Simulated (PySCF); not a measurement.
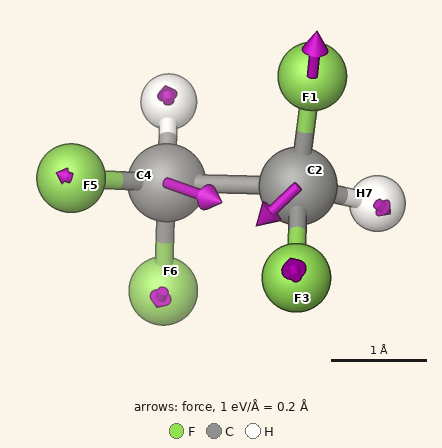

Starting geometry of C₂H₂F₄ with the computed forces as purple arrows. Style: ball-and-stick. Shown from a free direction.

The start comes from MMFF94s. Its atoms were then displaced at random by about 0.03 Å.

Level of theory: PySCF 2.14.0, density-fitted response routines, PBE0-D3(BJ)/def2-SVP geometry optimisation, gas phase. 

**What follows when this structure is relaxed?**

It isn't relaxed: the largest force vector, on a C atom, is 4.33 eV/Å. The final displacements follow the starting forces only in part (cosine between the two patterns 0.66). Over 5 geometry steps the energy falls by 0.381 eV. The atom that moves furthest after the best rigid fit is an F atom (0.10 Å). By element the largest moves are F 0.10 Å, C 0.08 Å, H 0.05 Å. Near-neighbour distances that change, for instance: C–C 1.635 → 1.523 Å, C–F 1.285 → 1.346 Å, C–F 1.392 → 1.339 Å, C–H 1.072 → 1.105 Å. Bond angles that change, for instance: F–C–H 112.7° → 109.4°, F–C–H 112.3° → 109.3°, C–C–F 105.7° → 108.6°. Cost: 11 s on 1 thread of Intel(R) Xeon(R) 6975P-C, on a shared host.
